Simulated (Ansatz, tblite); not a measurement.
# CuF3H9N3−: a ladder of methods and basis sets

Aim: run the doublet of CuF3H9N3− at one geometry on many levels, and compare frontier levels, spin and run time.

Computed with Ansatz 0.2.0, Gaussian basis. Level: as each input shows.

Levels to be run: GFN1-xTB, GFN2-xTB, PBE-D4/def2-TZVPD, r2SCAN-D4/def2-TZVPD, revPBE-D4/def2-TZVPD, MP2/def2-SVPD, RPA/def2-SVPD.

4 further runs of the same task are left out: 4 that didn't finish. Runs told in other sessions of the task aren't counted.

## (1) The relaxed structure

The geometry is that of the doublet, from an earlier relaxation (B3LYP-D4/def2-SVPD).

16 atoms, charge -1, spin multiplicity 2.

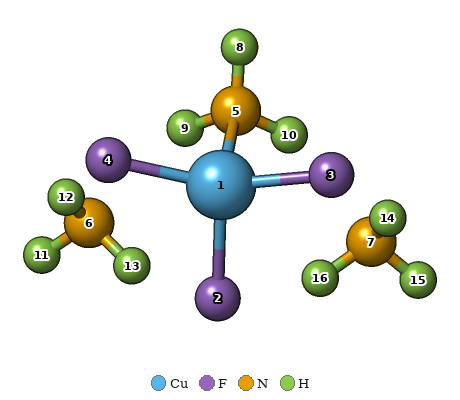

The structure; copper blue, fluorine purple, nitrogen amber, hydrogen green; atoms are numbered from 1 in the order of the file.

Coordinates:

```
Cu    1.01293    0.98313    0.61006
F    -0.15624   -0.11477    1.74295
F     2.63151    0.05528    0.63753
F     0.15438    2.63971    0.58699
N     0.39275    0.35033   -1.35704
N    -2.21022    1.02237    0.01937
N     0.92718   -2.25092    0.08250
H     0.82858    0.75412   -2.17901
H    -0.61394    0.54200   -1.34876
H     0.54396   -0.66272   -1.32625
H    -3.18559    1.13790    0.28198
H    -1.73588    1.91949    0.16131
H    -1.76093    0.42119    0.72348
H     1.84014   -1.80977    0.23096
H     0.99889   -3.22411    0.36771
H     0.33248   -1.76324    0.76622
```

No spin-orbit coupling is included. The ion is computed in the gas phase, without counter-ions or solvent.

PBE0-D4/def2-TZVPD was run before; its log isn't repeated, and its numbers join the tables.

## (2) GFN1-xTB

Tight binding, by tblite at 300 K electronic temperature and without a spin-polarisation term:

```python
tblite.interface.Calculator('GFN1-xTB', numbers, positions, charge=-1, uhf=1).singlepoint()
```

Energy -945.6940 eV; 0.008 s.

## (3) GFN2-xTB

Tight binding, by tblite at 300 K electronic temperature and without a spin-polarisation term:

```python
tblite.interface.Calculator('GFN2-xTB', numbers, positions, charge=-1, uhf=1).singlepoint()
```

Energy -863.5526 eV; 0.007 s.

## (4) PBE-D4/def2-TZVPD

start.molden holds the orbitals of an earlier run on this state, given as this run's starting guess.

Input file in.yaml:

```yaml
crystal:
  periodic: [false, false, false]
  atoms:
    - {symbol: Cu, position_ang: [1.012935, 0.983125, 0.610061]}
    - {symbol: F, position_ang: [-0.156236, -0.114773, 1.742951]}
    - {symbol: F, position_ang: [2.631512, 0.055281, 0.637534]}
    - {symbol: F, position_ang: [0.154379, 2.639706, 0.586989]}
    - {symbol: N, position_ang: [0.392745, 0.350332, -1.357041]}
    - {symbol: N, position_ang: [-2.210219, 1.022369, 0.019367]}
    - {symbol: N, position_ang: [0.927180, -2.250916, 0.082496]}
    - {symbol: H, position_ang: [0.828582, 0.754124, -2.179008]}
    - {symbol: H, position_ang: [-0.613935, 0.541996, -1.348762]}
    - {symbol: H, position_ang: [0.543958, -0.662716, -1.326252]}
    - {symbol: H, position_ang: [-3.185592, 1.137903, 0.281984]}
    - {symbol: H, position_ang: [-1.735883, 1.919487, 0.161310]}
    - {symbol: H, position_ang: [-1.760930, 0.421194, 0.723480]}
    - {symbol: H, position_ang: [1.840141, -1.809768, 0.230963]}
    - {symbol: H, position_ang: [0.998893, -3.224110, 0.367711]}
    - {symbol: H, position_ang: [0.332480, -1.763236, 0.766217]}
basis:
  gaussian: {orbitals: def2-TZVPD, initial_orbitals: start.molden}
total_charge: -1
magnetization: {spin_polarized: true, initial_magnetization: 1}
hamiltonian: {xc: pbe, dispersion: d4}
scf: {omitted_lower_state_checks: [starts]}
output: {forces: true, orbitals: {seedname: orbitals}}
```

Started as:

```bash
$ ansatz run in.yaml --threads 4 --pin off --events-out ev --progress --plain --max-ram 4787MiB
```

Log:

```text
Functional definition: PBE
  name "PBE"
  cite "Perdew, Burke & Ernzerhof, Phys. Rev. Lett. 77, 3865 (1996) doi:10.1103/PhysRevLett.77.3865"
  parent pbe
  parameter kappa = 0.804
  parameter beta = 0.06672455060314922
  exchange = pbe_x(kappa = kappa, mu = beta*pi^2/3)
  correlation = pbe_c(beta = beta)
these checks for a lower state are left out or cut short: starts
2056 factors; their error is unknown
mean field evaluation 1: about -57398.7678 eV, gradient 1.0e1 eV
mean field evaluation 2: about -57399.1902 eV, gradient 8.5e-1 eV
mean field evaluation 4: about -57399.1561 eV, gradient 3.9e-1 eV
mean field evaluation 8: about -57399.1565 eV, gradient 1.3e-5 eV
mean field -57399.15650925 eV, -2109.3800951694 hartree, gradient 2.3e-5 eV, S^2 0.750946; 0 other end points of the search recorded, 0 dependent functions left out
the calculation of the forces begins
reference -57399.15657076 eV, -2109.3800974298 hartree; 44, 43 occupied and 316, 317 virtual orbitals, 2056 factors
Total energy: -57399.48963144 eV, -2109.3923371840 hartree
Atom 0 at     1.012935     0.983125     0.610061 Å, force     0.170375     0.165120    -0.108436 eV/Å
Atom 1 at    -0.156236    -0.114773     1.742951 Å, force    -0.106743    -0.101846     0.138994 eV/Å
Atom 2 at     2.631512     0.055281     0.637534 Å, force     0.031263    -0.104375     0.007530 eV/Å
Atom 3 at     0.154379     2.639706     0.586989 Å, force    -0.101647     0.034477     0.005644 eV/Å
Atom 4 at     0.392745     0.350332    -1.357041 Å, force     0.101094     0.098343     0.073742 eV/Å
Atom 5 at    -2.210219     1.022369     0.019367 Å, force    -0.024288    -0.091613    -0.313536 eV/Å
Atom 6 at     0.927180    -2.250916     0.082496 Å, force    -0.084797    -0.023614    -0.313928 eV/Å
Atom 7 at     0.828582     0.754124    -2.179008 Å, force     0.083189     0.076082    -0.158282 eV/Å
Atom 8 at    -0.613935     0.541996    -1.348762 Å, force    -0.224076     0.051969     0.024907 eV/Å
Atom 9 at     0.543958    -0.662716    -1.326252 Å, force     0.040390    -0.225855     0.027822 eV/Å
Atom 10 at    -3.185592     1.137903     0.281984 Å, force    -0.197021     0.028825     0.065667 eV/Å
Atom 11 at    -1.735883     1.919487     0.161310 Å, force     0.103529     0.189475     0.062772 eV/Å
Atom 12 at    -1.760930     0.421194     0.723480 Å, force     0.110312    -0.113766     0.178080 eV/Å
Atom 13 at     1.840141    -1.809768     0.230963 Å, force     0.190397     0.095210     0.067004 eV/Å
Atom 14 at     0.998893    -3.224110     0.367711 Å, force     0.020625    -0.198737     0.069619 eV/Å
Atom 15 at     0.332480    -1.763236     0.766217 Å, force    -0.112602     0.120304     0.172401 eV/Å
Dipole moment:    -0.147500    -0.152672    -0.549049 e Å
Checks for a lower state left out: starts
```

It took 13 s on 4 threads of Arm Neoverse V2, shared host; peak memory 0.87 GiB.

From the report: HOMO -0.81 eV, LUMO -0.21 eV (over both spins); ⟨S²⟩ 0.751 (pure: 0.75).

## (5) r2SCAN-D4/def2-TZVPD

in.yaml: that of step 4 with these lines changed.

```diff
@@ -23,4 +23,4 @@
 magnetization: {spin_polarized: true, initial_magnetization: 1}
-hamiltonian: {xc: pbe, dispersion: d4}
+hamiltonian: {xc: r2scan, dispersion: d4}
 scf: {omitted_lower_state_checks: [starts]}
-output: {forces: true, orbitals: {seedname: orbitals}}
+output: {orbitals: {seedname: orbitals}}
```

Same command.

Log:

```text
Functional definition: r2SCAN
  name "r2SCAN"
  cite "Furness, Kaplan, Ning, Perdew & Sun, J. Phys. Chem. Lett. 11, 8208 (2020) doi:10.1021/acs.jpclett.0c02405"
  cite "Furness, Kaplan, Ning, Perdew & Sun, J. Phys. Chem. Lett. 11, 9248 (2020) doi:10.1021/acs.jpclett.0c03077"
  parent r2scan
  parameter k0 = 0.174
  parameter k1 = 0.065
  parameter a1 = 4.9479
  exchange = r2scan_x(k0 = k0, k1 = k1, a1 = a1)
  correlation = r2scan_c
these checks for a lower state are left out or cut short: starts
2056 factors; their error is unknown
mean field evaluation 1: about -57413.0544 eV, gradient 5.3e0 eV
mean field evaluation 2: about -57413.1602 eV, gradient 3.1e-1 eV
mean field evaluation 4: about -57413.1228 eV, gradient 3.2e-3 eV
mean field evaluation 8: about -57413.1228 eV, gradient 8.7e-5 eV
mean field -57413.12276740 eV, -2109.8933456895 hartree, gradient 3.1e-5 eV, S^2 0.751666; 0 other end points of the search recorded, 0 dependent functions left out
reference -57413.12279542 eV, -2109.8933467193 hartree; 44, 43 occupied and 316, 317 virtual orbitals, 2056 factors
Total energy: -57413.21520847 eV, -2109.8967428362 hartree
Checks for a lower state left out: starts
```

Wall time 20 s (4 threads of Arm Neoverse V2, shared host); peak memory 0.96 GiB.

From the report: HOMO -1.12 eV, LUMO 0.17 eV (over both spins); ⟨S²⟩ 0.752 (pure: 0.75).

## (6) revPBE-D4/def2-TZVPD

in.yaml: that of step 5 with these lines changed.

```diff
@@ -23,3 +23,3 @@
 magnetization: {spin_polarized: true, initial_magnetization: 1}
-hamiltonian: {xc: r2scan, dispersion: d4}
+hamiltonian: {xc: {name: revPBE}, dispersion: d4}
 scf: {omitted_lower_state_checks: [starts]}
```

Launched as before.

Log:

```text
Functional definition: revPBE
  name "revPBE"
  cite "Zhang & Yang, Phys. Rev. Lett. 80, 890 (1998) doi:10.1103/PhysRevLett.80.890"
  cite "Perdew, Burke & Ernzerhof, Phys. Rev. Lett. 77, 3865 (1996) doi:10.1103/PhysRevLett.77.3865"
  parameter kappa = 1.245
  parameter beta = 0.06672455060314922
  exchange = pbe_x(kappa = kappa, mu = beta*pi^2/3)
  correlation = pbe_c(beta = beta)
these checks for a lower state are left out or cut short: starts
2056 factors; their error is unknown
mean field evaluation 1: about -57411.6325 eV, gradient 1.1e1 eV
mean field evaluation 2: about -57411.9864 eV, gradient 8.2e-1 eV
mean field evaluation 4: about -57411.9527 eV, gradient 3.9e-1 eV
mean field evaluation 8: about -57411.9531 eV, gradient 1.1e-4 eV
mean field -57411.95310267 eV, -2109.8503613035 hartree, gradient 5.9e-6 eV, S^2 0.750992; 0 other end points of the search recorded, 0 dependent functions left out
reference -57411.95317814 eV, -2109.8503640770 hartree; 44, 43 occupied and 316, 317 virtual orbitals, 2056 factors
Total energy: -57412.92301763 eV, -2109.8860050210 hartree
Checks for a lower state left out: starts
```

Wall time 12 s (4 threads of Arm Neoverse V2, shared host); peak memory 0.82 GiB.

HOMO -0.71 eV, LUMO -0.08 eV (over both spins); ⟨S²⟩ 0.751 (pure: 0.75).

## (7) MP2/def2-SVPD

in.yaml: that of step 6 with these lines changed.

```diff
@@ -20,6 +20,6 @@
 basis:
-  gaussian: {orbitals: def2-TZVPD, initial_orbitals: start.molden}
+  gaussian: {orbitals: def2-SVPD, initial_orbitals: start.molden}
 total_charge: -1
 magnetization: {spin_polarized: true, initial_magnetization: 1}
-hamiltonian: {xc: {name: revPBE}, dispersion: d4}
+correlation: {method: mp2, frozen_orbitals: {Cu: 9, F: 1, H: 0, "N": 1}}
 scf: {omitted_lower_state_checks: [starts]}
```

Same command.

Log:

```text
Functional definition: HF
  name "HF"
  cite "Fock, Z. Phys. 61, 126 (1930) doi:10.1007/BF01340294"
  parent pbe
  exchange = exact_x
  correlation = 0
these checks for a lower state are left out or cut short: starts
2319 factors; integrals over basis functions are off by at most 1.1e-3 eV
mean field evaluation 1: about -57290.5347 eV, gradient 2.2e1 eV
mean field evaluation 2: about -57292.8427 eV, gradient 2.9e0 eV
mean field evaluation 4: about -57293.1763 eV, gradient 8.4e-1 eV
mean field evaluation 8: about -57293.1796 eV, gradient 9.2e-5 eV
mean field -57293.17959674 eV, -2105.4855154681 hartree, gradient 2.4e-6 eV, S^2 0.752167; 0 other end points of the search recorded, 0 dependent functions left out
15 core orbitals not correlated: weight in the atoms' cores, before any rotation towards them, 1.000 or more for the frozen orbitals, at most 0.000 for the correlated occupied ones
reference -57293.17959674 eV, -2105.4855154681 hartree; 29, 28 occupied and 191, 192 virtual orbitals, 2319 factors
second order -40.41748674 eV of doubles, -0.00000000 eV of singles
Total energy: -57333.59708347 eV, -2106.9708307098 hartree
Checks for a lower state left out: starts
```

Run time: 14 s. Hardware: 4 threads of Arm Neoverse V2, shared host; peak memory 1.2 GiB.

Hartree-Fock HOMO -7.54 eV, LUMO 5.40 eV (over both spins); ⟨S²⟩ 0.752 (pure: 0.75).

## (8) RPA/def2-SVPD

in.yaml: that of step 7 with these lines changed.

```diff
@@ -23,4 +23,4 @@
 magnetization: {spin_polarized: true, initial_magnetization: 1}
-correlation: {method: mp2, frozen_orbitals: {Cu: 9, F: 1, H: 0, "N": 1}}
+hamiltonian: {xc: pbe}
+correlation: {method: rpa, frozen_orbitals: {Cu: 9, F: 1, H: 0, "N": 1}}
 scf: {omitted_lower_state_checks: [starts]}
-output: {orbitals: {seedname: orbitals}}
```

The command is unchanged.

Log:

```text
Functional definition: PBE
  name "PBE"
  cite "Perdew, Burke & Ernzerhof, Phys. Rev. Lett. 77, 3865 (1996) doi:10.1103/PhysRevLett.77.3865"
  parent pbe
  parameter kappa = 0.804
  parameter beta = 0.06672455060314922
  exchange = pbe_x(kappa = kappa, mu = beta*pi^2/3)
  correlation = pbe_c(beta = beta)
these checks for a lower state are left out or cut short: starts
2319 factors; integrals over basis functions are off by at most 1.1e-3 eV
mean field evaluation 1: about -57378.0092 eV, gradient 9.0e0 eV
mean field evaluation 2: about -57378.5577 eV, gradient 1.3e0 eV
mean field evaluation 4: about -57378.5631 eV, gradient 8.1e-2 eV
mean field evaluation 8: about -57378.5632 eV, gradient 9.4e-7 eV
mean field -57378.56318125 eV, -2108.6233043241 hartree, gradient 9.4e-7 eV, S^2 0.750857; 0 other end points of the search recorded, 0 dependent functions left out
15 core orbitals not correlated: weight in the atoms' cores, before any rotation towards them, 1.000 or more for the frozen orbitals, at most 0.000 for the correlated occupied ones
reference -57288.49864521 eV, -2105.3134936722 hartree; 29, 28 occupied and 191, 192 virtual orbitals, 2319 factors
Total energy: -57351.41173734 eV, -2107.6255071642 hartree
Checks for a lower state left out: starts
```

It took 15 s on 4 threads of Arm Neoverse V2, shared host; peak memory 1.1 GiB.

Report: ⟨S²⟩ 0.751 (pure: 0.75).

## (9) Levels side by side

```tsv
level	functions	HOMO (eV)	LUMO (eV)	gap (eV)	⟨S²⟩	time
PBE-D4/def2-TZVPD	360	-0.81	-0.21	0.59	0.751	13 s
revPBE-D4/def2-TZVPD	360	-0.71	-0.08	0.63	0.751	12 s
r2SCAN-D4/def2-TZVPD	360	-1.12	0.17	1.29	0.752	20 s
PBE0-D4/def2-TZVPD	360	-3.21	1.66	4.87	0.752	24 s
```

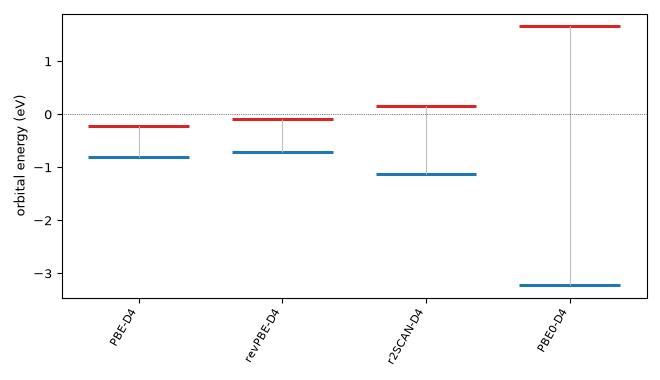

Highest filled (blue) and lowest empty (red) level in def2-TZVPD, over both spins.

Energy pieces by basis (eV):

```tsv
basis	HF	MP2 correlation	total
def2-SVPD	-57293.1796	-40.4175	-57333.5971 (MP2)
```

## (10) Results

```
                                                   quantity                                value
 gap in def2-TZVPD, named functionals, smallest and largest  0.59 eV (PBE-D4), 4.87 eV (PBE0-D4)
                          correlation energy, MP2/def2-SVPD                            -40.42 eV
⟨S²⟩ in def2-TZVPD, named functionals, smallest and largest                         0.751, 0.752
```

In words: Orbital gaps of the named functionals in def2-TZVPD span 0.59 eV (PBE-D4) to 4.87 eV (PBE0-D4); exact exchange widens it.

The slowest run with a step of its own, r2SCAN-D4/def2-TZVPD, took 20 s; the quickest functional in def2-TZVPD took 12 s (shared host).
